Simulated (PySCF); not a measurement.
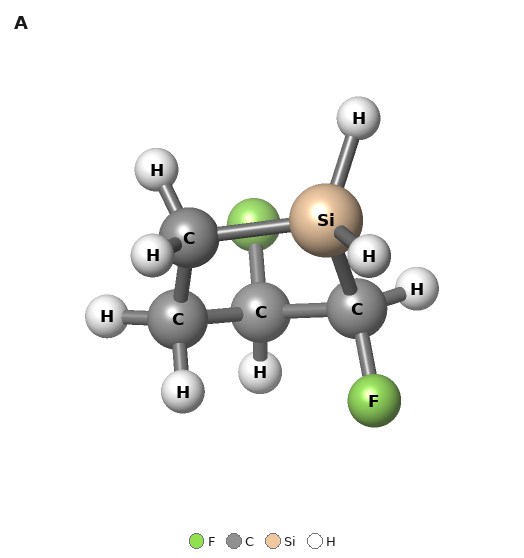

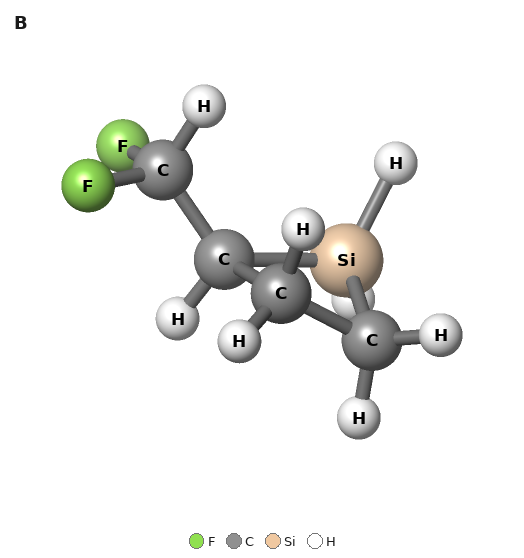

2 stationary structures of one formula. Geometries: PBE0-D3(BJ)/def2-SVP. Electronic energies: PBE0-D3(BJ)/def2-SVP (PySCF 2.14.0), without zero-point energy. No frequency run is at hand to confirm each as a minimum. Each is one conformer, not always the lowest.

How are they related?

They are constitutional isomers of C4H8F2Si: A `F[C@@H]1CC[SiH2][C@H]1F`, B `FC(F)[C@@H]1CC[SiH2]1`.

Which is lowest in energy, and by how much?

A is lowest; B lies 20.3 kJ/mol above it.
